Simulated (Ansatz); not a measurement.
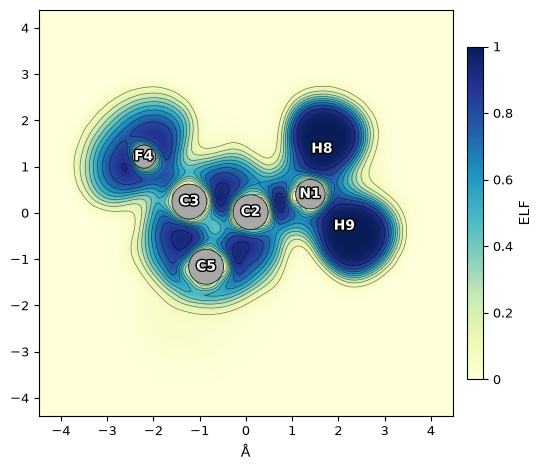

The picture shows: C3H3F2NO (SMILES NC1=C(F)C1(O)F). Electron localisation function on the plane of atoms C3, C2 and C5. Grey discs cover the atomic cores.

These are results of Ansatz 0.2.0, RKS PBE-D4/6-31G, not measurements.

```xyz
10

N    -0.3952   -0.4654    1.7003
C    -0.1564   -0.3516    0.3760
C    -0.3097   -0.7148   -0.9085
F    -0.8973   -1.6306   -1.7609
C     0.6409    0.3689   -0.7034
O     0.5011    1.7361   -1.0703
F     2.0555    0.1613   -0.7363
H    -0.9702   -1.2142    2.0716
H     0.0548    0.1614    2.3571
H    -0.4404    1.8979   -1.3226
```

Q: What does the map show?

A:
- The plane passes through N, C, F and H nuclei.
- C–C (1.34 Å): the ELF peaks at about 0.90 between the atoms (a multiple bond).
- C–N (1.35 Å): the ELF peaks at about 0.95 between the atoms (localised, covalent bonding).
- C–F (1.38 Å): the ELF peaks at about 0.80 between the atoms; a polar covalent bond.
- C–C (1.46 Å): the ELF peaks at about 0.80 between the atoms, as expected for localised, covalent bonding.
- The ELF also peaks beside F4, away from the bonds: lone-pair regions.
